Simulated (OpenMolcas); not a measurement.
A ladder of methods for SnGeH6 (SMILES [GeH3][SnH3])

SnGeH6: 8 atoms, total charge 0, spin state singlet. As SMILES, `[GeH3][SnH3]`. The shape is that of a PBE0-D4/def2-TZVP optimisation.

```xyz
8

Ge   -0.7541    0.2858   -1.0413
Sn    0.7515   -0.2903    0.9923
H    -1.8308    1.3073   -0.6395
H    -1.4534   -0.9786   -1.5670
H     0.0875    0.8865   -2.1793
H    -0.1876   -0.9328    2.2652
H     1.9310   -1.4442    0.5538
H     1.5479    1.1091    1.5601
```

Quantity: the energy change with the Ge1–H5 bond stretched from 1.538 to 1.999 Å, in eV. The values are calculated.

```csv
level,kind,program,value (eV),less CCSD(T)/def2-SVP,CPU time (all runs)
HF/def2-SVP (core potential) (unrestricted),Hartree–Fock,OpenMolcas,1.08,+0.09,13 s
SVWN5/def2-SVP (core potential) (restricted),LDA,OpenMolcas,0.91,-0.08,36 s
BLYP/def2-SVP (core potential) (restricted),GGA,OpenMolcas,0.83,-0.16,46 s
revPBE/def2-SVP (core potential) (restricted),GGA,OpenMolcas,0.85,-0.14,44 s
r2SCAN/def2-SVP (core potential) (restricted),meta-GGA,OpenMolcas,0.98,-0.01,56 s
M06-2X/def2-SVP (core potential) (restricted),hybrid meta-GGA,OpenMolcas,0.98,-0.01,50 s
B2PLYP/def2-SVP (core potential) (restricted),double hybrid,OpenMolcas,1.00,+0.01,32 s
MP2/def2-SVP (core potential) (restricted),perturbation theory,OpenMolcas,1.09,+0.10,17 s
CCSD(T)/def2-SVP (core potential) (restricted),coupled cluster or CI,OpenMolcas,0.99,0.00,2.7 min
```

Differences are taken from CCSD(T)/def2-SVP (core potential) (restricted) for orientation; it has basis-set and higher-order errors of its own. The first shape isn't each level's own minimum. The values span 0.83 to 1.09 eV. In the correlated wave-function rows the outer d shell of Ge, Sn is correlated, in sets not made for it. CPU times are rough (shared hosts, several kinds of processor): they show what a rung costs within a factor of a few.

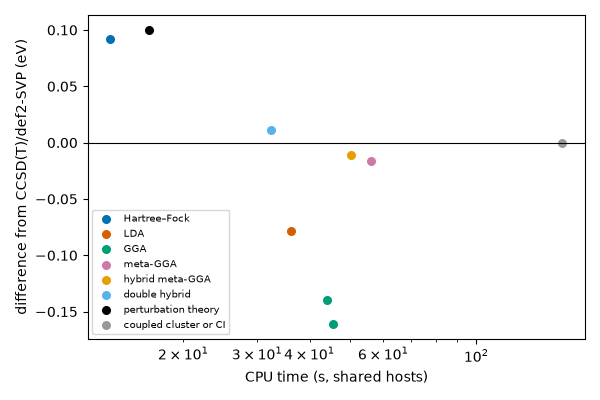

Difference from CCSD(T)/def2-SVP against processor time, one point a level.
